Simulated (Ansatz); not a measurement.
Fields on a plane of CaF2 (fluorite)

```xyz
3
Lattice="0.0000 2.7102 2.7102 2.7102 0.0000 2.7102 2.7102 2.7102 0.0000" Properties=species:S:1:pos:R:3 pbc="T T T"
Ca     0.0000     0.0000     0.0000
F      1.3551     1.3551     1.3551
F      4.0653     4.0653     4.0653
```

The slice is a {110} plane (indices of the conventional cell) through the point (0.000, 0.000, 0.000) (fractional), spanned by u = [100] and v = [1 -1 -1] in vectors of this cell: u (3.83 Å) and v (5.42 Å, at 90° to u). It covers one period; positions are fractions (u, v).

Atoms on it: Ca at (0.00, 0.00); F at (0.50, 0.75); F at (0.50, 0.25).

Calculation: PBEsol (plane waves to 420 eV, PAW, scalar-relativistic; Ansatz, an electronic-structure program). k mesh 11×11×11. These are valence fields of a PAW run, semicore shells included where kept as valence: close to a nucleus they are smooth pseudo fields. CaF2 was relaxed with its symmetry unable to fall. The PAW data are Ansatz's earlier set.

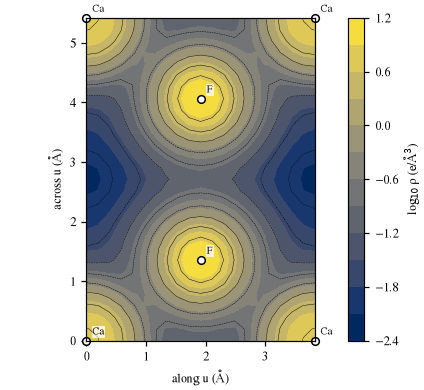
*Log₁₀ of the valence density in e/Å³, one period of the plane, atoms marked. The scale is logarithmic, as a density can span decades between atoms and voids.*

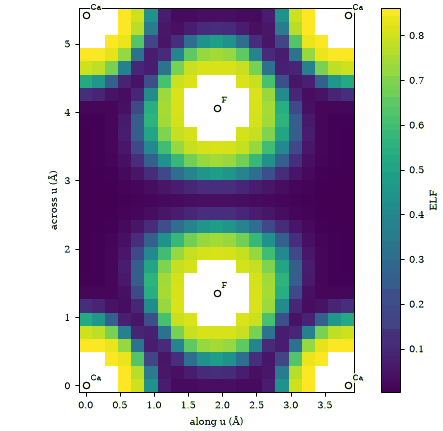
Electron localisation function (ELF), one period of the plane, atoms marked. Points within 0.5 Å of a nucleus are left white, as the pseudised field means little there.

The density on the Ca–F line (2.35 Å) at its midpoint comes out as 0.24 e/Å³ and the ELF at that point is 0.1. Character of the Ca–F contact (rough rule: ELF there above 0.7 covalent, below 0.2 ionic, polar between): closed-shell (ionic).
